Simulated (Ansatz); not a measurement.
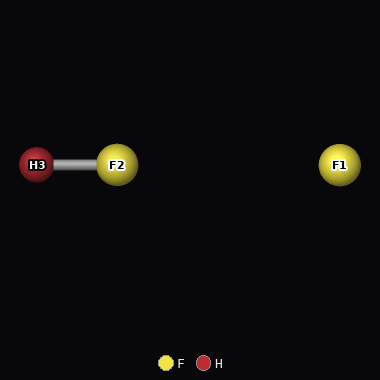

The system is F + FH, spin multiplicity 2; the picture shows the reference structure. Coordinates scanned: (1) distance F1–F2; (2) distance F2–H3. Nothing is relaxed (the angle F1–F2–H3 is fixed at 180 degrees). The scan uses a 17 × 17 grid. Points are written as (first, second). All energies are given in eV relative to F far from the relaxed FH (each part in its own basis). In part of the range the unrestricted reference is strongly spin-contaminated. Computed with Ansatz, UKS PBE0-D4/def2-SVPD.

Its coordinates:

```xyz
3

F    -2.6410    0.0000    0.0000
F     0.0000    0.0000    0.0000
H     0.9550    0.0000    0.0000
```

Range: distance F1–F2 from 0.960 to 2.960 Å; distance F2–H3 from 0.728 to 2.728 Å.

> What will the energy surface look like?

The lowest grid point is at (2.641 Å, 0.955 Å), −0.011 eV from F far from the relaxed FH (each part in its own basis). The highest grid point, (0.960 Å, 0.728 Å), lies 23.6 eV above the lowest.

| distance F2–H3 ↓, distance F1–F2 → | 0.960 | 1.094 | 1.290 | 1.519 | 1.772 | 2.046 | 2.336 | 2.641 | 2.960 |
| --- | --- | --- | --- | --- | --- | --- | --- | --- | --- |
| 2.567 | 14.2 | 7.6 | 4.7 | 4.8 | 5.5 | 5.7 | 5.7 | 5.7 | 5.7 |
| 2.255 | 14.2 | 7.7 | 4.8 | 4.8 | 5.3 | 5.4 | 5.5 | 5.5 | 5.5 |
| 1.957 | 14.4 | 7.8 | 4.8 | 4.6 | 4.9 | 5.0 | 5.0 | 5.1 | 5.1 |
| 1.675 | 14.7 | 8.1 | 5.0 | 4.4 | 4.2 | 4.2 | 4.2 | 4.2 | 4.2 |
| 1.411 | 15.3 | 8.7 | 5.2 | 3.8 | 3.0 | 2.8 | 2.7 | 2.7 | 2.7 |
| 1.169 | 16.6 | 9.8 | 5.4 | 2.8 | 1.6 | 1.1 | 1.1 | 1.0 | 1.0 |
| 0.955 | 18.8 | 11.5 | 5.6 | 2.1 | 0.6 | 0.1 | 0.0 | 0.0 | 0.0 |
| 0.782 | 22.0 | 14.5 | 7.1 | 3.0 | 1.4 | 0.9 | 0.8 | 0.8 | 0.8 |

The table holds every second grid line.

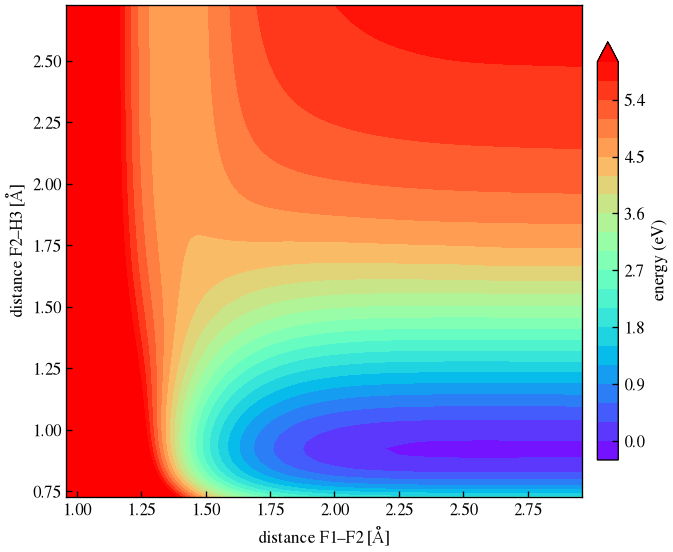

In the figure: filled contours, one colour for all values above the top of the scale. Between grid points the surface is interpolated.

Each point was launched as `ansatz run input.yaml --threads 1 --pin off --max-ram 2560MiB --backend cpu --events-out ev --progress --plain --runs-dir out`. Time for the 289 points that were run: 18 min on 1 thread of Arm Neoverse V2, with other jobs on the host.
